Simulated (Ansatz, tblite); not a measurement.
**Si32H36 ring sphere (Si32H36): removing and adding an electron**

Aim: the energy of removing and adding an electron for Si32H36 ring sphere (Si32H36), by energy differences, and how well orbital energies stand in for it.

The runs use Ansatz 0.2.0, Gaussian basis; as each input shows.

The runs, in order: charge +1 doublet, at the geometry of the singlet (PBE0-D4/def2-TZVP, PBE-D4/def2-TZVP, LDA/def2-TZVP); charge -1 doublet, at the geometry of the singlet (PBE0-D4/def2-TZVP, PBE-D4/def2-TZVP, LDA/def2-TZVP); the starting singlet's energies come from earlier runs.

1 further run of the same task is left out (set aside as unsound or not needed).

### Step 1. The geometry

The geometry is that of the singlet, from an earlier relaxation (PBE-D4/def2-SVP).

68 atoms, charge 0, spin multiplicity 1.

Atoms are counted from 1 here; the program's logs count them from 0.

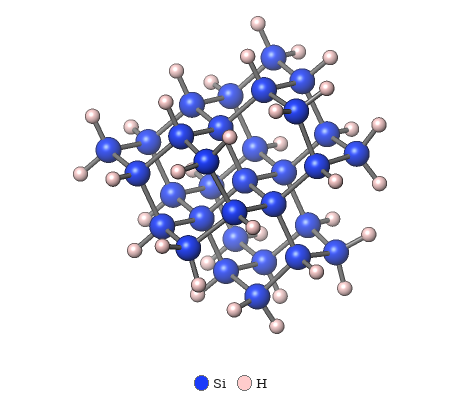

The geometry (silicon blue, hydrogen pink).

### Step 2. Charge +1 doublet at the fixed geometry, PBE0-D4/def2-TZVP

The input, in.yaml:

```yaml
crystal:
  periodic: [false, false, false]
  atoms:
    - {symbol: Si, position_ang: [-2.847513, -2.845710, 0.119922]}
    - {symbol: Si, position_ang: [-2.839316, -0.133496, -2.599265]}
    - {symbol: Si, position_ang: [-2.846375, -0.114080, 2.846392]}
    - {symbol: Si, position_ang: [-2.836151, 2.603166, 0.132744]}
    - {symbol: Si, position_ang: [-0.107106, -0.110189, -5.344177]}
    - {symbol: Si, position_ang: [-0.136065, -2.839522, -2.599174]}
    - {symbol: Si, position_ang: [-0.133570, -0.133465, 0.133508]}
    - {symbol: Si, position_ang: [2.599727, -2.838843, 0.134131]}
    - {symbol: Si, position_ang: [2.573833, -0.133945, -2.575838]}
    - {symbol: Si, position_ang: [-0.117669, -2.844397, 2.848211]}
    - {symbol: Si, position_ang: [2.601773, -0.133066, 2.837334]}
    - {symbol: Si, position_ang: [-0.130602, 2.573381, -2.576391]}
    - {symbol: Si, position_ang: [-0.103001, 5.344561, 0.102221]}
    - {symbol: Si, position_ang: [2.576265, 2.573360, 0.128917]}
    - {symbol: Si, position_ang: [-0.131233, 2.602177, 2.836683]}
    - {symbol: Si, position_ang: [5.344589, -0.108274, 0.104191]}
    - {symbol: Si, position_ang: [-1.604235, -4.201639, -1.357375]}
    - {symbol: Si, position_ang: [-1.463529, -1.462375, -3.976981]}
    - {symbol: Si, position_ang: [-4.201926, -1.602426, -1.358790]}
    - {symbol: Si, position_ang: [-4.199934, 1.364702, 1.602061]}
    - {symbol: Si, position_ang: [-1.489519, -1.487645, 1.490323]}
    - {symbol: Si, position_ang: [-1.497160, 1.218838, -1.218781]}
    - {symbol: Si, position_ang: [-1.602516, 1.365152, 4.199774]}
    - {symbol: Si, position_ang: [-1.457744, 3.980544, 1.459249]}
    - {symbol: Si, position_ang: [1.360903, -4.199887, 1.605722]}
    - {symbol: Si, position_ang: [1.232518, 1.230367, -3.949813]}
    - {symbol: Si, position_ang: [1.217383, -1.498783, -1.218395]}
    - {symbol: Si, position_ang: [1.219645, 1.218608, 1.496248]}
    - {symbol: Si, position_ang: [3.978601, -1.461772, 1.460464]}
    - {symbol: Si, position_ang: [3.948640, 1.230501, -1.235510]}
    - {symbol: Si, position_ang: [1.360879, -1.599858, 4.201682]}
    - {symbol: Si, position_ang: [1.235305, 3.946891, -1.236140]}
    - {symbol: H, position_ang: [-3.718956, -3.716048, 0.996756]}
    - {symbol: H, position_ang: [-3.695597, 0.763747, -3.464105]}
    - {symbol: H, position_ang: [-3.718438, -0.988764, 3.718264]}
    - {symbol: H, position_ang: [-3.691375, 3.468230, -0.765301]}
    - {symbol: H, position_ang: [-0.970348, 0.758922, -6.227652]}
    - {symbol: H, position_ang: [0.763414, -0.977075, -6.222693]}
    - {symbol: H, position_ang: [0.760604, -3.696020, -3.464397]}
    - {symbol: H, position_ang: [3.463899, -3.695871, -0.763046]}
    - {symbol: H, position_ang: [3.435655, -1.028367, -3.438480]}
    - {symbol: H, position_ang: [-0.993467, -3.715199, 3.720231]}
    - {symbol: H, position_ang: [3.467158, 0.764878, 3.692334]}
    - {symbol: H, position_ang: [-1.023889, 3.436422, -3.438996]}
    - {symbol: H, position_ang: [-0.968033, 6.224323, -0.768868]}
    - {symbol: H, position_ang: [0.767651, 6.226742, 0.965229]}
    - {symbol: H, position_ang: [3.439843, 3.435829, 1.021812]}
    - {symbol: H, position_ang: [0.766936, 3.466544, 3.692480]}
    - {symbol: H, position_ang: [6.224917, -0.973966, -0.765689]}
    - {symbol: H, position_ang: [6.226172, 0.762448, 0.967748]}
    - {symbol: H, position_ang: [-2.584603, -4.825104, -2.323959]}
    - {symbol: H, position_ang: [-0.872656, -5.311691, -0.652252]}
    - {symbol: H, position_ang: [-2.349204, -2.347193, -4.825538]}
    - {symbol: H, position_ang: [-4.823612, -2.582832, -2.326492]}
    - {symbol: H, position_ang: [-5.313384, -0.871883, -0.654820]}
    - {symbol: H, position_ang: [-5.311818, 0.661793, 0.871190]}
    - {symbol: H, position_ang: [-4.820968, 2.332812, 2.582452]}
    - {symbol: H, position_ang: [-2.582744, 2.334827, 4.818631]}
    - {symbol: H, position_ang: [-0.873721, 0.662556, 5.313222]}
    - {symbol: H, position_ang: [-2.341701, 4.831104, 2.343859]}
    - {symbol: H, position_ang: [0.657729, -5.313096, 0.877127]}
    - {symbol: H, position_ang: [2.329321, -4.819180, 2.586919]}
    - {symbol: H, position_ang: [2.129647, 2.126265, -4.773936]}
    - {symbol: H, position_ang: [4.827899, -2.346775, 2.345235]}
    - {symbol: H, position_ang: [4.771752, 2.126742, -2.133227]}
    - {symbol: H, position_ang: [0.656845, -0.866927, 5.311545]}
    - {symbol: H, position_ang: [2.327701, -2.579915, 4.825284]}
    - {symbol: H, position_ang: [2.132439, 4.768877, -2.134004]}
basis:
  gaussian: {orbitals: def2-TZVP, fitting: {mean_field: def2-universal-jkfit}}
total_charge: 1
magnetization: {spin_polarized: true, initial_magnetization: 1}
hamiltonian: {xc: pbe0, dispersion: d4}
scf: {omitted_lower_state_checks: [starts]}
output: {orbitals: {seedname: orbitals}}
```

Command:

```sh
$ ansatz run in.yaml --threads 10 --pin off --events-out ev --progress --plain --max-ram 110592MiB --backend cuda --devices 0, --max-vram 75GiB
```

Output:

```text
Functional definition: PBE0
  name "PBE0"
  cite "Adamo & Barone, J. Chem. Phys. 110, 6158 (1999) doi:10.1063/1.478522"
  cite "Perdew, Burke & Ernzerhof, Phys. Rev. Lett. 77, 3865 (1996) doi:10.1103/PhysRevLett.77.3865"
  parent pbe
  parameter a = 0.25
  parameter kappa = 0.804
  parameter beta = 0.06672455060314922
  exchange = (1 - a)*pbe_x(kappa = kappa, mu = beta*pi^2/3) + a*exact_x
  correlation = pbe_c(beta = beta)
these checks for a lower state are left out or cut short: starts
4744 factors; integrals over basis functions are off by at most 5.7e-1 eV
mean field evaluation 1: about -252572.5174 eV, gradient 2.5e1 eV
mean field evaluation 2: about -252560.2049 eV, gradient 5.1e1 eV
mean field evaluation 4: about -252577.1224 eV, gradient 5.8e0 eV
mean field evaluation 8: about -252577.3401 eV, gradient 1.1e0 eV
mean field evaluation 16: about -252577.3646 eV, gradient 7.4e-2 eV
mean field evaluation 32: about -252577.3856 eV, gradient 1.4e-2 eV
mean field -252577.38615045 eV, -9282.0477379278 hartree, gradient 6.6e-6 eV, S^2 0.753889; 0 other end points of the search recorded, 0 dependent functions left out
reference -252577.38625368 eV, -9282.0477417213 hartree; 242, 241 occupied and 1158, 1159 virtual orbitals, 4744 factors
Total energy: -252582.96940983 eV, -9282.2529189254 hartree
Checks for a lower state left out: starts
```

It took 75 s on 1 × H100 with 10 threads of AMD EPYC 7R13, shared host; peak host memory 2.6 GiB.

HOMO -9.60 eV, LUMO -8.76 eV (over both spins); ⟨S²⟩ 0.754 (pure: 0.75).

### Step 3. Charge +1 doublet at the fixed geometry, PBE-D4/def2-TZVP

start.molden holds the orbitals of an earlier run on this state, given as this run's starting guess.

in.yaml, as its differences from that of step 2:

```diff
@@ -72,6 +72,6 @@
 basis:
-  gaussian: {orbitals: def2-TZVP, fitting: {mean_field: def2-universal-jkfit}}
+  gaussian: {orbitals: def2-TZVP, fitting: {mean_field: def2-universal-jkfit}, initial_orbitals: start.molden}
 total_charge: 1
 magnetization: {spin_polarized: true, initial_magnetization: 1}
-hamiltonian: {xc: pbe0, dispersion: d4}
+hamiltonian: {xc: pbe, dispersion: d4}
 scf: {omitted_lower_state_checks: [starts]}
```

Launched as before.

Output, cut to the lines that bear on the results:

```text
Functional definition: PBE
  name "PBE"
  cite "Perdew, Burke & Ernzerhof, Phys. Rev. Lett. 77, 3865 (1996) doi:10.1103/PhysRevLett.77.3865"
  parent pbe
[...]
4744 factors; integrals over basis functions are off by at most 5.7e-1 eV
[...]
mean field -252552.73150913 eV, -9281.1416965706 hartree, gradient 2.0e-6 eV, S^2 0.750710; 0 other end points of the search recorded, 0 dependent functions left out
reference -252552.73164437 eV, -9281.1417015406 hartree; 242, 241 occupied and 1158, 1159 virtual orbitals, 4744 factors
Total energy: -252558.80118885 eV, -9281.3647531861 hartree
Checks for a lower state left out: starts
```

Wall time 65 s (1 × H100 with 10 threads of AMD EPYC 7R13, shared host); peak host memory 2.5 GiB.

Report: HOMO -8.69 eV, LUMO -8.69 eV (over both spins); ⟨S²⟩ 0.751 (pure: 0.75).

### Step 4. Charge +1 doublet at the fixed geometry, LDA/def2-TZVP

in.yaml, as its differences from that of step 3:

```diff
@@ -75,3 +75,3 @@
 magnetization: {spin_polarized: true, initial_magnetization: 1}
-hamiltonian: {xc: pbe, dispersion: d4}
+hamiltonian: {xc: lda}
 scf: {omitted_lower_state_checks: [starts]}
```

The command is unchanged.

Output:

```text
Functional definition: SPW92
  name "SPW92"
  cite "Dirac, Proc. Camb. Phil. Soc. 26, 376 (1930) doi:10.1017/S0305004100016108"
  cite "Slater, Phys. Rev. 81, 385 (1951) doi:10.1103/PhysRev.81.385"
  cite "Perdew & Wang, Phys. Rev. B 45, 13244 (1992) doi:10.1103/PhysRevB.45.13244"
  exchange = slater_x
  correlation = pw_c
these checks for a lower state are left out or cut short: starts
4744 factors; integrals over basis functions are off by at most 5.7e-1 eV
mean field evaluation 1: about -251671.0954 eV, gradient 5.3e1 eV
mean field evaluation 2: about -251674.0918 eV, gradient 3.4e0 eV
mean field evaluation 4: about -251674.2355 eV, gradient 2.2e-1 eV
mean field evaluation 8: about -251674.2366 eV, gradient 3.3e-2 eV
mean field evaluation 16: about -251674.2413 eV, gradient 2.1e-2 eV
mean field -251674.24154560 eV, -9248.8577858727 hartree, gradient 2.9e-6 eV, S^2 0.750285; 0 other end points of the search recorded, 0 dependent functions left out
reference -251674.24167059 eV, -9248.8577904662 hartree; 242, 241 occupied and 1158, 1159 virtual orbitals, 4744 factors
Total energy: -251674.24167059 eV, -9248.8577904662 hartree
Checks for a lower state left out: starts
```

It took 27 s on 1 × H100 with 10 threads of AMD EPYC 7R13, shared host; peak host memory 2.5 GiB.

Report: HOMO -8.74 eV, LUMO -8.75 eV (over both spins; with the spin held, an empty level of the minority spin lies below the top filled one); ⟨S²⟩ 0.750 (pure: 0.75).

### Step 5. Vertical ionisation energy

Charged state less starting state, singlet to doublet; the starting state's energies are those of its earlier runs.

```tsv
level	vertical ionisation energy (eV)	time
LDA/def2-TZVP	+7.47	34 s
PBE-D4/def2-TZVP	+7.50	73 s
PBE0-D4/def2-TZVP	+7.98	89 s
```

Times add the two runs; a level without a time comes out of a correlated run.

Beside −ε(HOMO) of the starting state:

```tsv
level	−ε(HOMO) (eV)	by difference (eV)	mismatch (eV)
LDA/def2-TZVP	6.18	7.47	-1.29
PBE-D4/def2-TZVP	6.13	7.50	-1.37
PBE0-D4/def2-TZVP	7.04	7.98	-0.94
```

### Step 6. Charge -1 doublet at the fixed geometry, PBE0-D4/def2-TZVP

in.yaml, as its differences from that of step 4:

```diff
@@ -72,6 +72,6 @@
 basis:
-  gaussian: {orbitals: def2-TZVP, fitting: {mean_field: def2-universal-jkfit}, initial_orbitals: start.molden}
-total_charge: 1
+  gaussian: {orbitals: def2-TZVP, fitting: {mean_field: def2-universal-jkfit}}
+total_charge: -1
 magnetization: {spin_polarized: true, initial_magnetization: 1}
-hamiltonian: {xc: lda}
+hamiltonian: {xc: pbe0, dispersion: d4}
 scf: {omitted_lower_state_checks: [starts]}
```

Same command.

Output, cut to the lines that bear on the results:

```text
Functional definition: PBE0
  name "PBE0"
  cite "Adamo & Barone, J. Chem. Phys. 110, 6158 (1999) doi:10.1063/1.478522"
  cite "Perdew, Burke & Ernzerhof, Phys. Rev. Lett. 77, 3865 (1996) doi:10.1103/PhysRevLett.77.3865"
  parent pbe
[...]
4744 factors; integrals over basis functions are off by at most 5.7e-1 eV
[...]
mean field -252586.32028532 eV, -9282.3760613285 hartree, gradient 8.3e-6 eV, S^2 0.752439; 0 other end points of the search recorded, 0 dependent functions left out
reference -252586.32038127 eV, -9282.3760648545 hartree; 243, 242 occupied and 1157, 1158 virtual orbitals, 4744 factors
Total energy: -252592.06168159 eV, -9282.5870537496 hartree
Checks for a lower state left out: starts
```

Run time: 44 s. Hardware: 1 × H100 with 10 threads of AMD EPYC 7R13, shared host; peak host memory 2.8 GiB.

HOMO -0.21 eV, LUMO 0.73 eV (over both spins); ⟨S²⟩ 0.752 (pure: 0.75).

### Step 7. Charge -1 doublet at the fixed geometry, PBE-D4/def2-TZVP

in.yaml, as its differences from that of step 6:

```diff
@@ -72,6 +72,6 @@
 basis:
-  gaussian: {orbitals: def2-TZVP, fitting: {mean_field: def2-universal-jkfit}}
+  gaussian: {orbitals: def2-TZVP, fitting: {mean_field: def2-universal-jkfit}, initial_orbitals: start.molden}
 total_charge: -1
 magnetization: {spin_polarized: true, initial_magnetization: 1}
-hamiltonian: {xc: pbe0, dispersion: d4}
+hamiltonian: {xc: pbe, dispersion: d4}
 scf: {omitted_lower_state_checks: [starts]}
```

Launched as before.

Output:

```text
Functional definition: PBE
  name "PBE"
  cite "Perdew, Burke & Ernzerhof, Phys. Rev. Lett. 77, 3865 (1996) doi:10.1103/PhysRevLett.77.3865"
  parent pbe
  parameter kappa = 0.804
  parameter beta = 0.06672455060314922
  exchange = pbe_x(kappa = kappa, mu = beta*pi^2/3)
  correlation = pbe_c(beta = beta)
these checks for a lower state are left out or cut short: starts
4744 factors; integrals over basis functions are off by at most 5.7e-1 eV
mean field evaluation 1: about -252560.5200 eV, gradient 2.4e1 eV
mean field evaluation 2: about -252561.4468 eV, gradient 1.2e0 eV
mean field evaluation 4: about -252561.4457 eV, gradient 1.5e-1 eV
mean field evaluation 8: about -252561.4460 eV, gradient 4.4e-5 eV
mean field evaluation 16: about -252561.4460 eV, gradient 8.9e-6 eV
mean field -252561.44595243 eV, -9281.4619464553 hartree, gradient 3.1e-6 eV, S^2 0.751176; 0 other end points of the search recorded, 0 dependent functions left out
reference -252561.44607916 eV, -9281.4619511123 hartree; 243, 242 occupied and 1157, 1158 virtual orbitals, 4744 factors
Total energy: -252567.68942218 eV, -9281.6913897364 hartree
Checks for a lower state left out: starts
```

Run time: 20 s. Hardware: 1 × H100 with 10 threads of AMD EPYC 7R13, shared host; peak host memory 2.6 GiB.

From the report: HOMO -0.08 eV, LUMO 0.06 eV (over both spins); ⟨S²⟩ 0.751 (pure: 0.75).

### Step 8. Charge -1 doublet at the fixed geometry, LDA/def2-TZVP

in.yaml, as its differences from that of step 7:

```diff
@@ -75,3 +75,3 @@
 magnetization: {spin_polarized: true, initial_magnetization: 1}
-hamiltonian: {xc: pbe, dispersion: d4}
+hamiltonian: {xc: lda}
 scf: {omitted_lower_state_checks: [starts]}
```

The command is unchanged.

Output:

```text
Functional definition: SPW92
  name "SPW92"
  cite "Dirac, Proc. Camb. Phil. Soc. 26, 376 (1930) doi:10.1017/S0305004100016108"
  cite "Slater, Phys. Rev. 81, 385 (1951) doi:10.1103/PhysRev.81.385"
  cite "Perdew & Wang, Phys. Rev. B 45, 13244 (1992) doi:10.1103/PhysRevB.45.13244"
  exchange = slater_x
  correlation = pw_c
these checks for a lower state are left out or cut short: starts
4744 factors; integrals over basis functions are off by at most 5.7e-1 eV
mean field evaluation 1: about -251680.0109 eV, gradient 5.3e1 eV
mean field evaluation 2: about -251683.0234 eV, gradient 3.4e0 eV
mean field evaluation 4: about -251683.1591 eV, gradient 2.0e-1 eV
mean field evaluation 8: about -251683.1611 eV, gradient 2.3e-5 eV
mean field evaluation 16: about -251683.1611 eV, gradient 2.0e-5 eV
mean field -251683.16109396 eV, -9249.1855732293 hartree, gradient 4.1e-6 eV, S^2 0.750335; 0 other end points of the search recorded, 0 dependent functions left out
reference -251683.16121275 eV, -9249.1855775948 hartree; 243, 242 occupied and 1157, 1158 virtual orbitals, 4744 factors
Total energy: -251683.16121275 eV, -9249.1855775948 hartree
Checks for a lower state left out: starts
```

Run time: 18 s. Hardware: 1 × H100 with 10 threads of AMD EPYC 7R13, shared host; peak host memory 2.5 GiB.

HOMO -0.21 eV, LUMO -0.14 eV (over both spins); ⟨S²⟩ 0.750 (pure: 0.75).

### Step 9. Vertical electron affinity

Starting state less charged state (positive: the electron is bound), singlet to doublet; the starting state's energies are those of its earlier runs.

```tsv
level	vertical electron affinity (eV)	time
LDA/def2-TZVP	+1.45	26 s
PBE-D4/def2-TZVP	+1.39	28 s
PBE0-D4/def2-TZVP	+1.12	58 s
```

Times add the two runs; a level without a time comes out of a correlated run.

Beside −ε(LUMO) of the starting state:

```tsv
level	−ε(LUMO) (eV)	by difference (eV)	mismatch (eV)
LDA/def2-TZVP	2.68	1.45	+1.24
PBE-D4/def2-TZVP	2.52	1.39	+1.13
PBE0-D4/def2-TZVP	1.86	1.12	+0.74
```

### Step 10. Outcome

```
                                            quantity                            value
vertical ionisation energy, functionals in def2-TZVP  7.47 (LDA) to 7.98 eV (PBE0-D4)
vertical electron affinity, functionals in def2-TZVP  1.12 (PBE0-D4) to 1.45 eV (LDA)
```

What this shows: The vertical ionisation energy spans 7.47 to 7.98 eV over the functionals. −ε(HOMO) misses the level's own difference by -0.94 eV at best (PBE0-D4) and -1.37 eV at worst (PBE-D4). The vertical electron affinity spans 1.12 to 1.45 eV over the functionals. −ε(LUMO) misses the level's own difference by +0.74 eV at best (PBE0-D4) and +1.24 eV at worst (LDA).
